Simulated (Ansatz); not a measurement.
# CClF3 (SMILES FC(F)(F)Cl) at B3LYP/def2-SVPD

Aim: the electronic atomisation energy of CClF3 at B3LYP/def2-SVPD, from 4 runs. 

The calculation is run with Ansatz 0.2.0.

## Step 1: Starting point

CClF3 has 5 atoms, charge 0, and is taken as a singlet. SMILES: `FC(F)(F)Cl`. The coordinates come from a PBE0-D4/def2-TZVP relaxation.

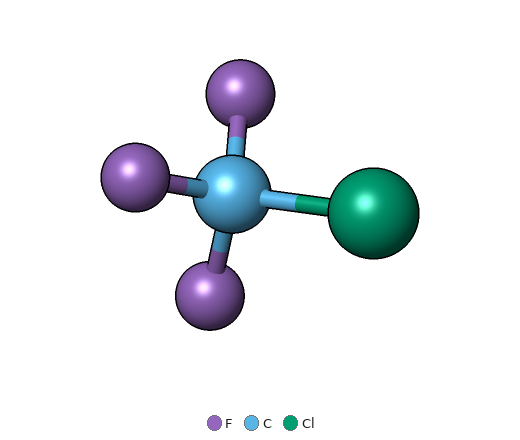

Viewed from a chosen angle; fluorine purple, carbon blue, chlorine teal.

## Step 2: The energy at B3LYP/def2-SVPD

The input, molecule.yaml:

```yaml
crystal:
  periodic: [false, false, false]
  atoms:
    - {symbol: F, position_ang: [0.213700, 0.019100, 1.326100]}
    - {symbol: C, position_ang: [-0.002200, -0.082500, 0.026100]}
    - {symbol: F, position_ang: [-1.249600, -0.474600, -0.167100]}
    - {symbol: F, position_ang: [0.811700, -0.999000, -0.468500]}
    - {symbol: Cl, position_ang: [0.276300, 1.463300, -0.758000]}
basis:
  gaussian: {orbitals: def2-SVPD}
hamiltonian: {xc: {name: B3LYP}}
accuracy: high
output: {orbitals: {seedname: orbitals}}
```

Run with:

```
ansatz run molecule.yaml --threads 1 --pin off --max-ram 3480MiB --events-out events.jsonl --progress --plain --runs-dir runs
```

What it wrote:

```text
Warning: RAYON_NUM_THREADS=1 ignored (pool sized by the plan → 1); use --threads N
Functional definition: B3LYP
  name "B3LYP"
  parameter a0 = 0.2
  parameter ax = 0.72
  parameter ac = 0.81
  exchange = (1 - a0 - ax)*slater_x + ax*b88_x + a0*exact_x
  correlation = (1 - ac)*vwn_rpa_c + ac*lyp_c
2299 factors; integrals over basis functions are off by at most 3.4e-9 eV
mean field evaluation 1: about -21697.4588 eV, gradient 4.3e1 eV
mean field evaluation 2: about -21693.6954 eV, gradient 6.7e1 eV
mean field evaluation 4: about -21700.1365 eV, gradient 9.1e-1 eV
mean field evaluation 8: about -21700.2867 eV, gradient 1.5e-1 eV
mean field evaluation 16: about -21700.2867 eV, gradient 2.0e-6 eV
mean field -21700.28673416 eV, -797.4708284979 hartree, gradient 3.8e-8 eV, S^2 0.000000; 0 other end points of the search recorded, 0 dependent functions left out
reference -21700.28676798 eV, -797.4708297404 hartree; 25, 25 occupied and 91, 91 virtual orbitals, 2299 factors
Total energy: -21700.28676798 eV, -797.4708297404 hartree
```

Run time: 10 s. Hardware: 1 thread of Arm Neoverse V1, shared host; peak memory 0.42 GiB.

## Step 3: The C atom at the same level

The input, molecule.yaml:

```yaml
crystal:
  periodic: [false, false, false]
  atoms:
    - {symbol: C, position_ang: [0.000000, 0.000000, 0.000000]}
basis:
  gaussian: {orbitals: def2-SVPD}
hamiltonian: {xc: {name: B3LYP}}
magnetization: {spin_polarized: true, initial_magnetization: 2}
accuracy: high
```

Run with:

```
ansatz run molecule.yaml --threads 1 --pin off --max-ram 3480MiB --events-out events.jsonl --progress --plain --runs-dir runs
```

What it wrote:

```text
Warning: RAYON_NUM_THREADS=1 ignored (pool sized by the plan → 1); use --threads N
Functional definition: B3LYP
  name "B3LYP"
  parameter a0 = 0.2
  parameter ax = 0.72
  parameter ac = 0.81
  exchange = (1 - a0 - ax)*slater_x + ax*b88_x + a0*exact_x
  correlation = (1 - ac)*vwn_rpa_c + ac*lyp_c
163 factors; integrals over basis functions are off by at most 3.2e-9 eV
mean field evaluation 1: about -1028.9048 eV, gradient 3.8e0 eV
mean field evaluation 2: about -1028.9839 eV, gradient 1.3e0 eV
mean field evaluation 4: about -1028.9961 eV, gradient 3.2e-3 eV
mean field evaluation 8: about -1028.9969 eV, gradient 1.7e-4 eV
mean field -1028.99692310 eV, -37.8149394447 hartree, gradient 7.3e-8 eV, S^2 2.003788; 0 other end points of the search recorded, 0 dependent functions left out
reference -1028.99694770 eV, -37.8149403487 hartree; 4, 2 occupied and 16, 18 virtual orbitals, 163 factors
Total energy: -1028.99694770 eV, -37.8149403487 hartree
```

Wall time 0.32 s (1 thread of Arm Neoverse V1, shared host).

## Step 4: The Cl atom at the same level

The input, molecule.yaml:

```yaml
crystal:
  periodic: [false, false, false]
  atoms:
    - {symbol: Cl, position_ang: [0.000000, 0.000000, 0.000000]}
basis:
  gaussian:
    orbitals: def2-SVPD
hamiltonian:
  xc: {name: B3LYP}
total_charge: 0
magnetization:
  spin_polarized: true
  initial_magnetization: 1
accuracy: high
```

Run the same way, it converges to -460.01590 Eh (log not shown).

## Step 5: The F atom at the same level

The input, molecule.yaml:

```yaml
crystal:
  periodic: [false, false, false]
  atoms:
    - {symbol: F, position_ang: [0.000000, 0.000000, 0.000000]}
basis:
  gaussian: {orbitals: def2-SVPD}
hamiltonian: {xc: {name: B3LYP}}
magnetization: {spin_polarized: true, initial_magnetization: 1}
accuracy: high
```

Run the same way, it converges to -99.65309 Eh (log not shown).

## Step 6: Results

At B3LYP/def2-SVPD:

| quantity | value |
| --- | --- |
| molecule: total energy | -797.47083 Eh |
| molecule: HOMO energy | -9.89 eV |
| molecule: LUMO energy | -0.56 eV |
| molecule: HOMO–LUMO gap | 9.33 eV |
| C atom: total energy | -37.81494 Eh |
| C atom: ⟨S²⟩ | 2.004 |
| Cl atom: total energy | -460.01590 Eh |
| Cl atom: ⟨S²⟩ | 0.752 |
| F atom: total energy | -99.65309 Eh |
| F atom: ⟨S²⟩ | 0.752 |
| electronic atomisation energy | 18.523 eV |

**Reading.** Taking the molecule apart into free atoms costs 18.52 eV (427 kcal/mol), before zero-point energy and without spin-orbit coupling.
